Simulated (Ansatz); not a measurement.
## Electronic structure of F3HZr···HCl in real space

```xyz
7

Zr   -0.7994   -0.6853    0.0480
Cl    1.8019    2.4087   -0.4321
F    -0.8723   -2.2335   -1.0440
F    -1.6613   -0.9921    1.7086
F    -1.6190    0.7704   -0.8503
H     1.9869    1.2043    0.0731
H     1.1631   -0.4725    0.4966
```

Core potentials replace the inner electrons of Zr; not at a stationary point (largest force 1.1 eV/Å).

Method: RKS PBE-D4/def2-SVP in Ansatz.

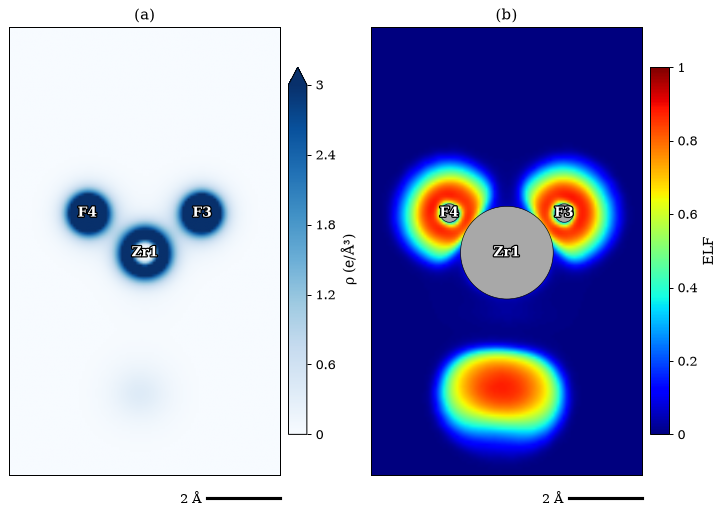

Figure 1. (a) electron density; (b) electron localisation function on the plane of atoms F3, Zr1 and F4. Grey discs cover the atomic cores in the ELF map.

Question: What does the map show?

Answer: The section cuts through Zr and F sites.
Zr–F (1.90 Å): ρ is about 0.95 e/Å³ halfway; the ELF peaks at about 0.85 in the valence shell of F, 0.5 Å from its nucleus, and drops to about 0.20 between the two atoms.

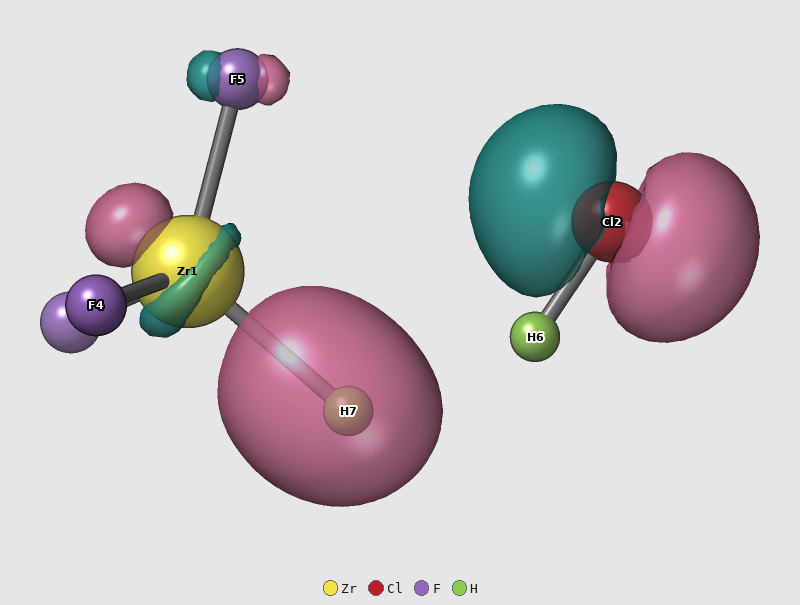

Figure 2. One frontier orbital at ±0.15 Å⁻³ᐟ² (teal and pink are the two phases), seen across its widest extent.

Question: Which orbital is it: HOMO or LUMO?

Answer: The HOMO, at −7.34 eV. By Hirshfeld shares it lies mainly on Cl2 (about 45 %), H7 (about 30 %) and Zr1 (about 20 %).

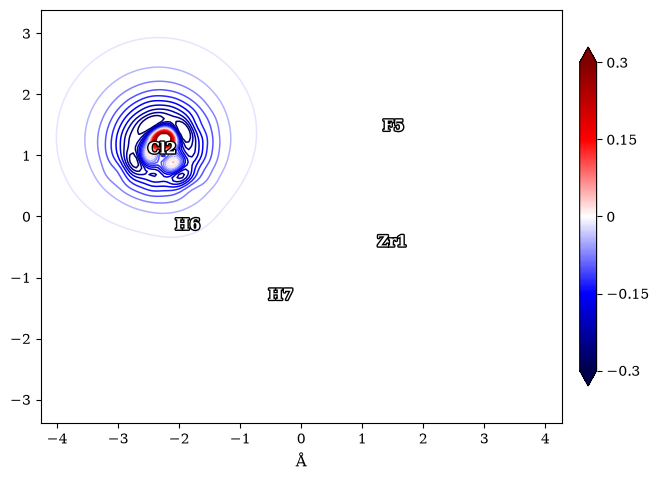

Figure 3. The HOMO−1 on the plane of atoms F5, Zr1 and H7 (values in Å⁻³ᐟ²; the overall sign is arbitrary).

Question: What is the character of this orbital?

Answer: By Hirshfeld shares it lies mainly on Cl2 (about 95 %); largely a lone pair of Cl2. Its energy is −7.52 eV.
